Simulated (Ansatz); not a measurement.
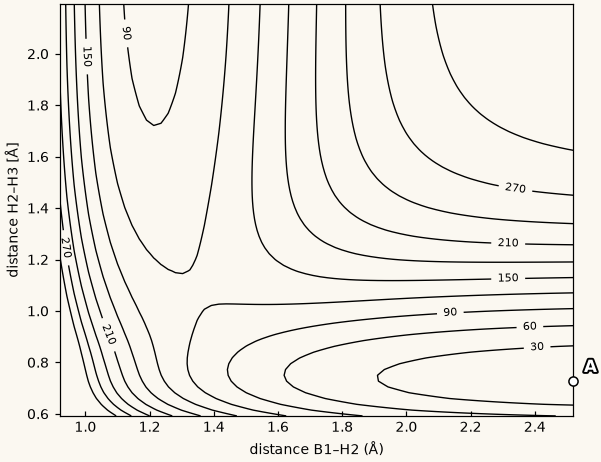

The system B + H₂, spin multiplicity 2. The first coordinate is: distance B1–H2; the second: distance H2–H3. Nothing is relaxed (the angle B1–H2–H3 is fixed at 140 degrees). The scan uses a 17 × 17 grid. Energies: kJ/mol, counted from B far from the relaxed HH (each part in its own basis). In part of the range the unrestricted reference is strongly spin-contaminated. Level of theory: UHF/aug-cc-pVTZ in Ansatz.

Drawn: contour lines labelled in kJ/mol (none above 300), the point A. Between grid points the surface is interpolated.

Find the lowest path from A to the other arm of the map, and its barrier.

Answer. The easiest path runs from the side where the first distance is long, about distance B1–H2 = 2.52 Å, distance H2–H3 = 0.73 Å, to the side where the second distance is long, about distance B1–H2 = 1.21 Å, distance H2–H3 = 2.19 Å. Its highest point, at about distance B1–H2 = 1.34 Å, distance H2–H3 = 1.10 Å, lies about 115 kJ/mol above the start and 42 kJ/mol above the end on the interpolated surface. An end on the edge of the scan is no minimum, so the barrier from there is a lower bound.

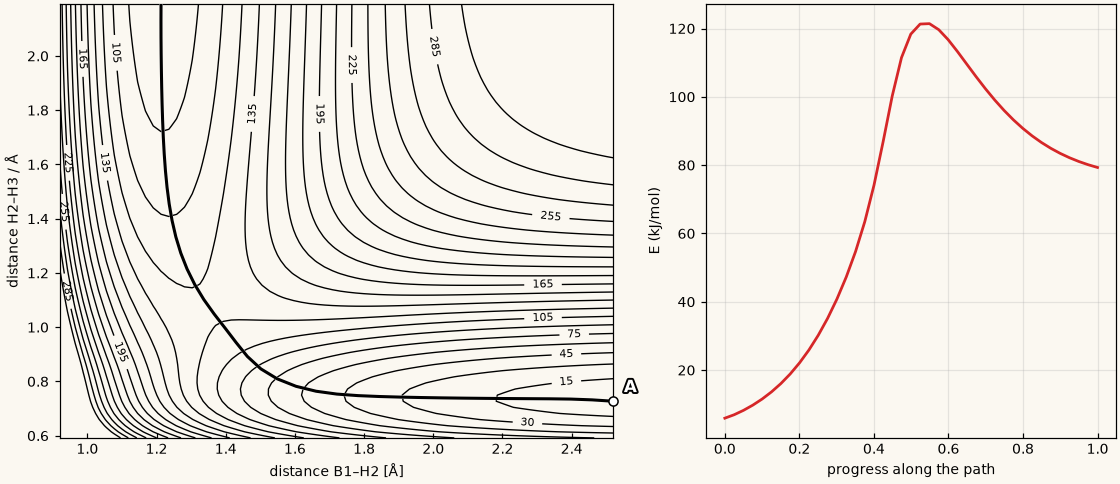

In the figure: contour lines labelled in kJ/mol (none above 300), a line along the lowest path, the energy along the path at the right. Between grid points the surface is interpolated.
